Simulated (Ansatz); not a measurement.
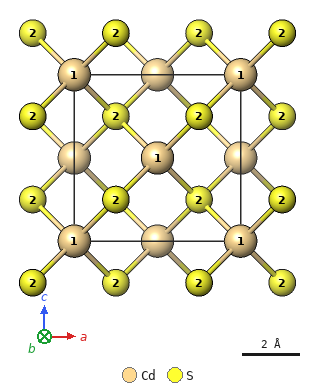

This is the input geometry for a relaxation of crystalline CdS (set up in F-43m). Style: ball-and-stick. Shown: the conventional cell (4 times the calculation's cell), along the b axis. Lengths and directions refer to the drawn axes.

Case: relaxed again under DFT PBE+D3(BJ), scalar-relativistic, plane waves, PAW.

These are results of DFT PBE+D3(BJ), scalar-relativistic, plane waves, PAW (Ansatz), not measurements.

Input file:
```yaml
crystal:
  lattice:
    - [0.0, 2.9632110618, 2.9632110618]
    - [2.9632110618, 0.0, 2.9632110618]
    - [2.9632110618, 2.9632110618, 0.0]
  atoms:
    - { symbol: Cd, position: [0.0, 0.0, 0.0] }
    - { symbol: S, position: [0.25, 0.25, 0.25] }
basis:
  ecutwfc: 420
kpoints:
  mp_grid: { grid: [8, 8, 8] }
hamiltonian:
  xc: pbe
  dispersion: d3bj
scf:
  occupations: { method: gaussian, width: 0.02 }
output:
  forces: true
  stress: true
  eigenvalues: true
relax:
  adjacent_minimum: "off"
  f_tol: 0.005
  max_steps: 50
  cell: { stress_tol: 0.05 }
```

Command:
```bash
ansatz run input.yaml --threads 1 --pin off --max-ram 2560MiB --backend cpu --events-out ev --progress --plain --runs-dir out
```

### What does the optimiser find from here?

The atoms keep their places relative to the cell (all moves are under 0.005 Å). The volume changes by −3.7 %, with a = b = c 5.926 → 5.853 Å (−1.2 %). Among the contacts that change: Cd1–S2 2.566 → 2.534 Å. The space group stays F-43m (No. 216). The energy falls by 6.3 meV per atom in 2 accepted moves (4 points after the start). All forces vanish by symmetry, so only the cell relaxes. The pressure goes from −2.03 to 0.00 GPa. At 2 points the geometry stayed and the basis and grid were re-selected for the new cell (energy shift of 0.2 meV per atom at most each time). Cost: 11 s on 1 thread of Arm Neoverse V2, on a shared host, peak memory 0.32 GiB.

History of the run:

```json
{"step": "0", "E − E(0), meV/atom": "0.00", "pressure, GPa": "-2.03", "volume, Å³/atom": "26.019", "note": ""}
{"step": "1", "E − E(0), meV/atom": "-6.50", "pressure, GPa": "0.05", "volume, Å³/atom": "25.040", "note": ""}
{"step": "2", "E − E(0), meV/atom": "-6.27", "pressure, GPa": "0.05", "volume, Å³/atom": "25.040", "note": "same geometry, new basis"}
{"step": "3", "E − E(0), meV/atom": "-6.27", "pressure, GPa": "0.00", "volume, Å³/atom": "25.063", "note": ""}
{"step": "4", "E − E(0), meV/atom": "-6.28", "pressure, GPa": "0.00", "volume, Å³/atom": "25.063", "note": "same geometry, new basis"}
```

The end point in the same view:

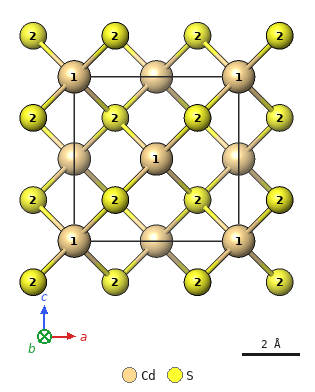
